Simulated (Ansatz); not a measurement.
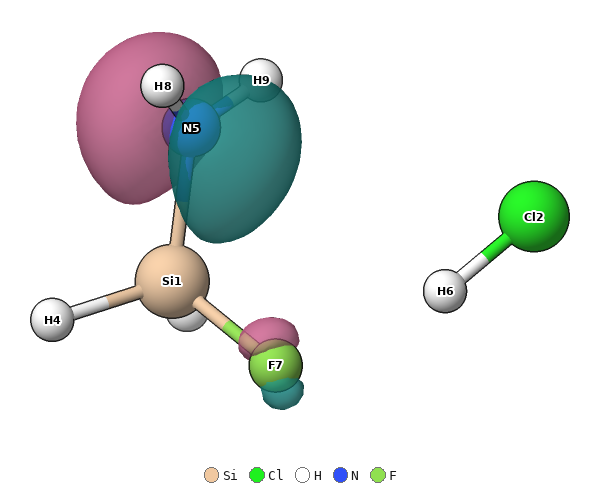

Figure. FH4NSi···HCl. The HOMO at ±0.2 Å⁻³ᐟ² (teal and pink are the two phases), seen across its widest extent.

The product side of a reaction path; geometry: PBE0-D4/def2-TZVP.

The calculation used RKS PBE0-D4/def2-TZVPP in Ansatz 0.2.0.

| atom | x (Å) | y (Å) | z (Å) |
| --- | --- | --- | --- |
| Si | -1.0508 | -0.0569 | 0.1329 |
| Cl | 2.7594 | -1.2339 | 0.3156 |
| H | -1.4459 | -1.2599 | -0.6276 |
| H | -2.1791 | 0.7050 | 0.7070 |
| N | -0.1424 | 0.9680 | -0.8586 |
| H | 1.6867 | -1.0448 | 1.0019 |
| F | -0.2231 | -0.6256 | 1.4058 |
| H | 0.0067 | 1.9353 | -0.6230 |
| H | 0.5884 | 0.6127 | -1.4540 |

Q: Describe this orbital and give its energy.

A: By Hirshfeld shares it lies mainly on N5 (about 70 %); largely a lone pair of N5. Its energy is −8.35 eV.
